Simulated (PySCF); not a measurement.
## C$_{7}$H$_{7}$FO: excited-state calculation

- system: C$_{7}$H$_{7}$FO (3-fluoroanisole)
- method: TDDFT B97-D/6-31++G**, vertical, gas phase, core orbitals frozen in the response (PySCF 2.14.0)

Some settings of this run were made unusual or wrong on purpose. The geometry comes from this level: GFN2-xTB, altered.

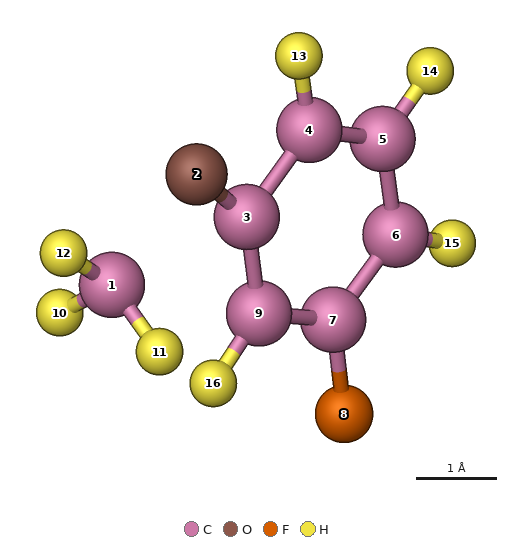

Fig. 1: The structure (ball-and-stick view, seen at a tilt; atoms are numbered from 1 in the order of the input). Sticks are drawn by distance; a stretched bond gets none, so the picture shows separate pieces.

What the run reported:

```csv
quantity,value
outcome,converged
total energy,−445.615511 hartree
HOMO,−4.93 eV
LUMO,−2.50 eV
dipole moment,2.96 D
mean polarisability,91.50 a.u.
lowest excitation,2.50 eV
hardware,"1 CPU thread, shared host"
wall time,92 s
peak memory,0.72 GiB
```

What went wrong:

Some settings of this run were drawn to be unusual or wrong. It converged; results that depend on the unusual settings are not reference values.

The input:
```
{"job": {"kind": "uv", "xc": "B97-D", "basis": "6-31++G**", "nstates": 25, "ntriplets": 0, "tda": false, "scf": {"max_cycle": 56}}, "charge": 0, "multiplicity": 1}
C      2.634006     0.430621     0.614212
O      1.471199    -0.972669     0.436268
C      0.421151    -0.381949     0.301532
C     -0.419006    -1.491745     0.174484
C     -1.775153    -1.327452    -0.010590
C     -2.333724    -0.059497    -0.074509
C     -1.489563     1.023507     0.054805
F     -2.005085     2.271288    -0.001243
C     -0.124474     0.895667     0.242385
H      2.639682     1.062816    -0.279299
H      2.394244     1.040653     1.490760
H      3.617695    -0.017473     0.744755
H      0.022965    -2.473696     0.226775
H     -2.409390    -2.194999    -0.107079
H     -3.390876     0.090901    -0.218679
H      0.470389     1.789136     0.336872
```

The first line tells a small driver script what to run in PySCF; the rest is the geometry in Å.

Run as:
```bash
OMP_NUM_THREADS=1 python <driver script> task.json out
```

What the program printed:
```
final grid: 138872 points
cycle   1  E = -445.4579644911  dE =  1.431e+00  |g| = 8.217e-01  |ddm| = 1.072e+01
cycle   2  E = -444.6802339724  dE =  7.777e-01  |g| = 1.928e+00  |ddm| = 1.369e+01
cycle   3  E = -445.5318685657  dE = -8.516e-01  |g| = 5.667e-01  |ddm| = 1.182e+01
cycle   4  E = -445.6128485293  dE = -8.098e-02  |g| = 1.010e-01  |ddm| = 2.394e+00
cycle   5  E = -445.6128500024  dE = -1.473e-06  |g| = 9.298e-02  |ddm| = 6.449e-01
cycle   6  E = -445.6153849459  dE = -2.535e-03  |g| = 2.125e-02  |ddm| = 5.543e-01
cycle   7  E = -445.6154979843  dE = -1.130e-04  |g| = 6.908e-03  |ddm| = 1.084e-01
cycle   8  E = -445.6155104583  dE = -1.247e-05  |g| = 1.529e-03  |ddm| = 3.756e-02
cycle   9  E = -445.6155108425  dE = -3.842e-07  |g| = 8.294e-04  |ddm| = 8.834e-03
cycle  10  E = -445.6155110298  dE = -1.872e-07  |g| = 2.014e-04  |ddm| = 4.105e-03
cycle  11  E = -445.6155110335  dE = -3.774e-09  |g| = 1.596e-04  |ddm| = 1.116e-03
cycle  12  E = -445.6155110394  dE = -5.838e-09  |g| = 1.758e-05  |ddm| = 3.319e-04
cycle  13  E = -445.6155110394  dE = -5.434e-11  |g| = 1.051e-05  |ddm| = 1.295e-04
converged SCF energy = -445.6155110394

Static polarisability (au): isotropic 91.497, principal 53.511 94.391 126.588

Singlet excitations
state   eV       nm        f      main configurations
  1   2.4971    496.5   0.00015   H->L 1.00
  2   3.5232    351.9   0.00000   H-1->L 1.00
  3   4.4361    279.5   0.00182   H->L+2 1.00
  4   4.7580    260.6   0.04056   H->L+1 0.82, H-1->L+3 0.10
  5   4.9517    250.4   0.00025   H->L+4 1.00
  6   5.2337    236.9   0.00005   H->L+5 1.00
  7   5.3890    230.1   0.00018   H-3->L 1.00
  8   5.4488    227.5   0.04731   H->L+3 0.48, H->L+6 0.36
  9   5.4965    225.6   0.04313   H->L+6 0.62, H->L+3 0.25
 10   5.5159    224.8   0.00046   H-1->L+2 1.00
 11   5.5668    222.7   0.01316   H->L+7 1.00
 12   5.6633    218.9   0.00020   H->L+8 1.00
 13   5.7462    215.8   0.09170   H-2->L 0.60, H-4->L 0.35
 14   6.0380    205.3   0.00964   H-1->L+4 1.00
 15   6.0901    203.6   0.00161   H->L+9 0.99
 16   6.2899    197.1   0.04244   H-1->L+3 0.31, H-1->L+6 0.21, H-1->L+1 0.21
 17   6.3156    196.3   0.00852   H-1->L+5 1.00
 18   6.3788    194.4   0.00095   H->L+10 0.99
 19   6.3856    194.2   0.39452   H-4->L 0.35, H-1->L+1 0.19, H-2->L 0.19
 20   6.6267    187.1   0.01816   H-1->L+6 0.53, H-5->L 0.32
 21   6.6352    186.9   0.17219   H->L+12 0.49, H-1->L+3 0.19
 22   6.6535    186.3   0.00029   H-1->L+7 0.99
 23   6.6879    185.4   0.00041   H->L+11 0.99
 24   6.7533    183.6   0.00105   H-1->L+8 0.99
 25   6.7628    183.3   0.16748   H-5->L 0.47, H-1->L+6 0.20, H-1->L+1 0.10
```
